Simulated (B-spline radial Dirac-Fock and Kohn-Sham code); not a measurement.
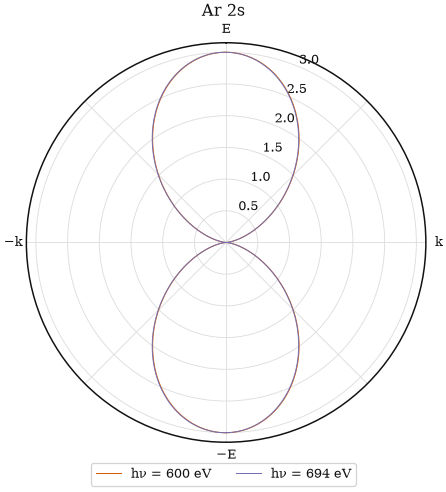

Angular distribution of photoelectrons from L1 (2s) in the plane of the polarisation E (up) and the photon direction k (right), relative to an isotropic one. It refers to the argon atom. Method: a Dirac–Hartree–Slater potential; 1 + βP₂(cos θ) + (δ + γ cos²θ) sin θ cos φ with E1 and E1–E2 terms (computed with a B-spline radial code).

> What are β, γ and δ at 694 eV?

β = 2.000, γ = −0.047, δ = 0.000.
